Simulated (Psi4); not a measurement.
**Single-point calculation, with input and output: CClFInN**

The run: single-point calculation of CClFInN, SMILES N#[C][In]([F])[Cl]. Method and program: B2PLYP/def2-SVP, RKS, core potentials def2 (Psi4 1.11).

A bond length was changed on purpose from its optimised value.

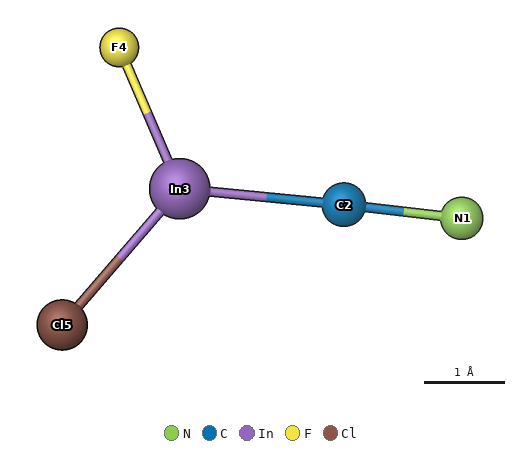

Fig. 1: The input geometry (ball-and-stick view, seen on its broad side; atoms are numbered from 1 in the order of the input). Sticks mark near contacts. Bond lengths as drawn: Cl–In 2.28 Å, C–In 2.08 Å, C–N 1.50 Å and F–In 1.92 Å.

**Results in brief**

| quantity | value |
| --- | --- |
| outcome | converged |
| total energy | −842.099004 hartree |
| SCF energy | −841.828372 hartree |
| basis functions | 86 |
| HOMO | −9.88 eV |
| LUMO | −2.21 eV |
| hardware | 1 thread of Intel Xeon (Granite Rapids), 64 GiB of memory available, shared host |
| wall time | 8.7 s |
| peak memory | 0.79 GiB |

**Input (calc.inp)**
```
memory 2.2 GB

molecule {
  0 1
  N     -1.575799     1.651488     1.862957
  C     -0.781900     0.784400     0.934900
  In     0.330400    -0.389600    -0.376400
  F      0.434400    -2.280900    -0.039700
  Cl     1.459700     0.361000    -2.209100
  symmetry c1
}

set {
  puream true
  e_convergence 1e-09
  d_convergence 1e-08
  scf_type pk
  dft_radial_points 99
  dft_spherical_points 590
  num_frozen_docc 12
}

e, wfn = energy('b2plyp/def2-SVP', return_wfn=True)
```

Command:
```bash
psi4 -i calc.inp -o calc.out -n 1
```

**Output**
```
Psi4 1.11 release

   => Loading Basis Set <=

    Name: DEF2-SVP
    Role: ORBITAL
    Keyword: BASIS

    !!!  WARNING: ECP capability is in beta. Please check occupations closely.  !!!

         ---------------------------------------------------------
                                   SCF
                              RKS Reference
                        1 Threads,   2098 MiB Core
         ---------------------------------------------------------

  ==> Geometry <==

    Molecular point group: c1
    Full point group: C1

    Geometry (in Angstrom), charge = 0, multiplicity = 1:

       Center              X                  Y                   Z               Mass
    ------------   -----------------  -----------------  -----------------  -----------------
         N           -1.913516097571     1.871822669982     2.293736552055    14.003074004430
         C           -1.119617097571     1.004734669982     1.365679552055    12.000000000000
         IN          -0.007317097571    -0.169265330018     0.054379552055   114.903878776000
         F            0.096682902429    -2.060565330018     0.391079552055    18.998403162730
         CL           1.121982902429     0.581334669982    -1.778320447945    34.968852682000

  Running in c1 symmetry.

  Rotational constants: A =      0.11387  B =      0.05119  C =      0.03531 [cm^-1]
  Rotational constants: A =   3413.74153  B =   1534.63471  C =   1058.70007 [MHz]
  Nuclear repulsion =  267.285799018435910

  Charge       = 0
  Multiplicity = 1
  Electrons    = 60
  Nalpha       = 30
  Nbeta        = 30

  ==> Algorithm <==

  SCF Algorithm Type is PK.
  DIIS enabled.
  MOM disabled.
  Fractional occupation disabled.
  Guess Type is SAD.
  Energy threshold   = 1.00e-09
  Density threshold  = 1.00e-08
  Integral threshold = 1.00e-12

  ==> Primary Basis <==

  Basis Set: DEF2-SVP
    Blend: DEF2-SVP
    Number of shells: 36
    Number of basis functions: 86
    Number of Cartesian functions: 92
    Spherical Harmonics?: true
    Max angular momentum: 2

  Core potential: DEF2-SVP
    Number of shells: 4
    Number of ECP primitives: 18
    Number of ECP core electrons: 28
    Max angular momentum: 3

  ==> DFT Potential <==

   => LibXC <=

    Version 7.1.2

   => Composite Functional: B2PLYP <=

    B2PLYP Double Hybrid Exchange-Correlation Functional

    Deriv               =              1
    GGA                 =           TRUE
    Meta                =          FALSE

    Exchange Hybrid     =           TRUE
    MP2 Hybrid          =           TRUE

   => Exchange Functionals <=

    0.4700     XC_GGA_X_B88

   => Exact (HF) Exchange <=

    0.5300               HF

   => Correlation Functionals <=

    0.7300     XC_GGA_C_LYP

   => MP2 Correlation <=

    0.2700       MP2

   => LibXC Density Thresholds  <==

    XC_GGA_C_LYP:  1.00E-14
    XC_GGA_X_B88:  1.00E-15

   => Molecular Quadrature <=

    Radial Scheme          =       TREUTLER
    Pruning Scheme         =           NONE
    Nuclear Scheme         =       TREUTLER

    Blocking Scheme        =         OCTREE
    BS radius alpha        =              1
    Pruning alpha          =              1
    Radial Points          =             99
    Spherical Points       =            590
    Total Points           =         279491
    Total Blocks           =           2137
    Max Points             =            256
    Max Functions          =             80
    Weights Tolerance      =       1.00E-15

  ==> Integral Setup <==

  Using in-core PK algorithm.
   Calculation information:
      Number of atoms:                   5
      Number of AO shells:              36
      Number of primitives:             77
      Number of atomic orbitals:        92
      Number of basis functions:        86

      Integral cutoff                 1.00e-12
      Number of threads:                 1

  Performing in-core PK
  Using 13998822 doubles for integral storage.
  We computed 167035 shell quartets total.
  Whereas there are 222111 unique shell quartets.

  ==> DiskJK: Disk-Based J/K Matrices <==

    J tasked:                  Yes
    K tasked:                  Yes
    wK tasked:                  No
    Memory [MiB]:             1111
    Schwarz Cutoff:          1E-12

  Cached 100.0% of DFT collocation blocks in 0.451 [GiB].

  Minimum eigenvalue in the overlap matrix is 6.9844099686E-03.
  Reciprocal condition number of the overlap matrix is 1.9066737805E-03.
    Using symmetric orthogonalization.

  ==> Pre-Iterations <==

  SCF Guess: Superposition of Atomic Densities via on-the-fly atomic UHF (no occupation information).

   -------------------------
    Irrep   Nso     Nmo
   -------------------------
     A         86      86
   -------------------------
    Total      86      86
   -------------------------

  ==> Iterations <==

                        Total Energy        Delta E     RMS |[F,P]|

   @RKS iter SAD:  -839.64666639540371   -8.39647e+02   0.00000e+00
   @RKS iter   1:  -841.71191855388781   -2.06525e+00   6.07023e-03 ADIIS/DIIS
   @RKS iter   2:  -841.66927349687637    4.26451e-02   7.86225e-03 ADIIS/DIIS
   @RKS iter   3:  -841.82096211472958   -1.51689e-01   1.43893e-03 ADIIS/DIIS
   @RKS iter   4:  -841.82121543537983   -2.53321e-04   1.42392e-03 ADIIS/DIIS
   @RKS iter   5:  -841.82828194926094   -7.06651e-03   1.40421e-04 ADIIS/DIIS
   @RKS iter   6:  -841.82835395811139   -7.20089e-05   4.01864e-05 DIIS
   @RKS iter   7:  -841.82836564807064   -1.16900e-05   1.29315e-05 DIIS
   @RKS iter   8:  -841.82836936129070   -3.71322e-06   6.57116e-06 DIIS
   @RKS iter   9:  -841.82837141140249   -2.05011e-06   3.91412e-06 DIIS
   @RKS iter  10:  -841.82837228364224   -8.72240e-07   1.48523e-06 DIIS
   @RKS iter  11:  -841.82837239198705   -1.08345e-07   4.15431e-07 DIIS
   @RKS iter  12:  -841.82837239547393   -3.48689e-09   9.91269e-08 DIIS
   @RKS iter  13:  -841.82837239556090   -8.69704e-11   3.35714e-08 DIIS
   @RKS iter  14:  -841.82837239557637   -1.54614e-11   1.20886e-08 DIIS
   @RKS iter  15:  -841.82837239557898   -2.61480e-12   4.89175e-09 DIIS
  Energy and wave function converged.

  ==> Post-Iterations <==

   Electrons on quadrature grid:
      Ntotal   =   59.9999980460 ; deviation = -1.954e-06

    Orbital Energies [Eh]
    ---------------------

    Doubly Occupied:

       1A   -102.902581     2A    -25.320700     3A    -14.960829
       4A    -10.755276     5A     -9.935226     6A     -7.580290
       7A     -7.575473     8A     -7.575001     9A     -5.060509
      10A     -3.408460    11A     -3.401744    12A     -3.399416
      13A     -1.272520    14A     -0.996804    15A     -0.977053
      16A     -0.968606    17A     -0.966701    18A     -0.959443
      19A     -0.924738    20A     -0.913792    21A     -0.641485
      22A     -0.527282    23A     -0.484899    24A     -0.481378
      25A     -0.463985    26A     -0.433078    27A     -0.411036
      28A     -0.404073    29A     -0.363856    30A     -0.363152

    Virtual:

      31A     -0.081117    32A     -0.056590    33A     -0.049604
      34A      0.020673    35A      0.086483    36A      0.094431
      37A      0.124287    38A      0.176613    39A      0.212864
      40A      0.256779    41A      0.366396    42A      0.379296
      43A      0.405337    44A      0.417041    45A      0.535358
      46A      0.555330    47A      0.609953    48A      0.628090
      49A      0.653365    50A      0.701593    51A      0.731403
      52A      0.865776    53A      0.867441    54A      0.881558
      55A      0.885552    56A      0.888596    57A      0.914302
      58A      0.942171    59A      0.972484    60A      1.041494
      61A      1.090135    62A      1.205987    63A      1.332871
      64A      1.375029    65A      1.385033    66A      1.435300
      67A      1.690320    68A      1.721838    69A      1.757633
      70A      1.757919    71A      1.858073    72A      2.085419
      73A      2.276043    74A      2.276357    75A      2.564394
      76A      2.569938    77A      3.028797    78A      3.263277
      79A      3.265813    80A      3.271563    81A      3.294978
      82A      3.340765    83A     16.006972    84A     16.888914
      85A     17.586447    86A     61.021572

    Final Occupation by Irrep:
              A
    DOCC [    30 ]
    NA   [    30 ]
    NB   [    30 ]

  @RKS Final Energy:  -841.82837239557898

   => Energetics <=

    Nuclear Repulsion Energy =            267.2857990184359096
    One-Electron Energy =               -1766.3250898361336567
    Two-Electron Energy =                 689.5251688690877927
    DFT Exchange-Correlation Energy =     -32.3142504469690053
    Empirical Dispersion Energy =           0.0000000000000000
    VV10 Nonlocal Energy =                  0.0000000000000000
    Total Energy =                       -841.8283723955789810

Computation Completed

Properties will be evaluated at   0.000000,   0.000000,   0.000000 [a0]

Properties computed using the SCF density matrix

 Multipole Moments:

 ------------------------------------------------------------------------------------
     Multipole            Electronic (a.u.)      Nuclear  (a.u.)        Total (a.u.)
 ------------------------------------------------------------------------------------

 L = 1.  Multiply by 2.5417464519 to convert [e a0] to [Debye]
 Dipole X            :          0.9440862           -0.6087164            0.3353698
 Dipole Y            :        -13.0006003           13.0659372            0.0653369
 Dipole Z            :          1.9905438           -2.4935463           -0.5030025
 Magnitude           :                                                    0.6080735

 ------------------------------------------------------------------------------------

	total time  =          8 seconds =       0.13 minutes

   => Loading Basis Set <=

    Name: (DEF2-SVP AUX)
    Role: RIFIT
    Keyword: DF_BASIS_MP2

	 --------------------------------------------------------
	                          DF-MP2
	      2nd-Order Density-Fitted Moller-Plesset Theory
	              RMP2 Wavefunction,   1 Threads

	 --------------------------------------------------------

   => Auxiliary Basis Set <=

  Basis Set: (DEF2-SVP AUX)
    Blend: DEF2-SVP-RI
    Number of shells: 98
    Number of basis functions: 320
    Number of Cartesian functions: 383
    Spherical Harmonics?: true
    Max angular momentum: 4

	 --------------------------------------------------------
	                 NBF =    86, NAUX =   320
	 --------------------------------------------------------
	   CLASS    FOCC     OCC    AOCC    AVIR     VIR    FVIR
	   PAIRS      12      30      18      56      56       0
	 --------------------------------------------------------

	-----------------------------------------------------------
	 ==================> DF-MP2 Energies <====================
	-----------------------------------------------------------
	 Reference Energy          =    -841.8283723955789810 [Eh]
	 Singles Energy            =      -0.0000000000000000 [Eh]
	 Same-Spin Energy          =      -0.2831102945169817 [Eh]
	 Opposite-Spin Energy      =      -0.7192301694997694 [Eh]
	 Correlation Energy        =      -1.0023404640167510 [Eh]
	 Total Energy              =    -842.8307128595956783 [Eh]
	-----------------------------------------------------------
	 ================> DF-SCS-MP2 Energies <==================
	-----------------------------------------------------------
	 SCS Same-Spin Scale       =       0.3333333333333333 [-]
	 SCS Opposite-Spin Scale   =       1.2000000000000000 [-]
	 SCS Same-Spin Energy      =      -0.0943700981723272 [Eh]
	 SCS Opposite-Spin Energy  =      -0.8630762033997232 [Eh]
	 SCS Correlation Energy    =      -0.9574463015720505 [Eh]
	 SCS Total Energy          =    -842.7858186971510577 [Eh]
	-----------------------------------------------------------

    B2PLYP Energy Summary
    ---------------------
    DFT Reference Energy                  =  -841.8283723955789810
    Scaled MP2 Correlation                =    -0.2706319252845228
    @Final double-hybrid DFT total energy =  -842.0990043208635143

	total time  =          0 seconds =       0.00 minutes

    Psi4 run time: 0:00:07.54
```

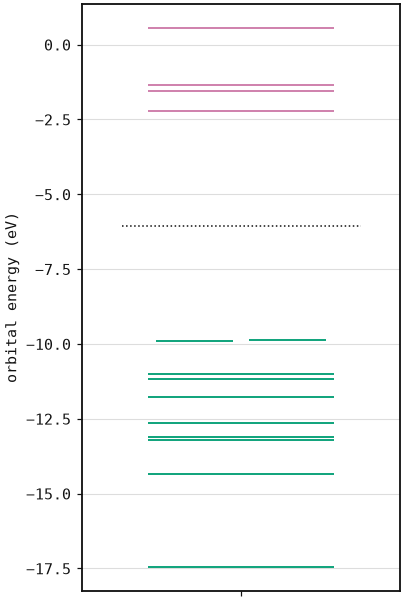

Fig. 2: Orbital energies near the frontier; the dotted line parts filled from empty levels, and levels within 0.02 eV of each other stand side by side. Highest filled −9.88 eV, lowest empty −2.21 eV, 7.67 eV apart.
